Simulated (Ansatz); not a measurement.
# CH2BO: the cost of one run

Method: RKS PBE0-D4/def2-SVP, in Ansatz 0.2.0.

## Step 1: The structure to begin with

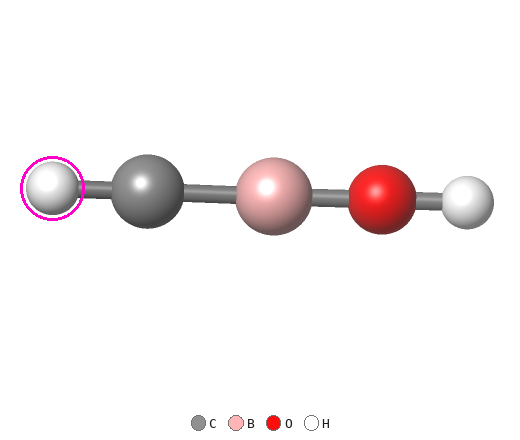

Start, viewed from a chosen angle; carbon grey, boron pink, oxygen red, hydrogen white. Ringed: H4.

As a file:

```xyz
5

C    -0.7525   -0.3771    1.0169
B     0.0626    0.0265   -0.0779
O     0.7544    0.3810   -1.0173
H    -1.3636   -0.6856    1.8375
H     1.2991    0.6552   -1.7592
```

## Step 2: End point A

input.yaml reads:

```yaml
crystal:
  periodic: [false, false, false]
  atoms:
    - { symbol: C, position_ang: [-0.75249, -0.37708, 1.01688] }
    - { symbol: B, position_ang: [0.06259, 0.02654, -0.07787] }
    - { symbol: O, position_ang: [0.75436, 0.38095, -1.01729] }
    - { symbol: H, position_ang: [-1.36359, -0.68558, 1.83751] }
    - { symbol: H, position_ang: [1.29913, 0.65517, -1.75923] }
total_charge: 1
basis:
  gaussian: { orbitals: def2-SVP }
hamiltonian:
  xc: pbe0
  dispersion: d4
relax:
  f_tol: 0.02
  max_steps: 50
```

Run with:

```console
ansatz run input.yaml --threads 1 --pin off --max-ram 2048MiB --backend cpu --events-out ev --progress --plain --runs-dir out
```

What time and memory should one allow on 1 thread of an Arm CPU, shared host?

About 55 s, with a peak of 0.12 GiB.
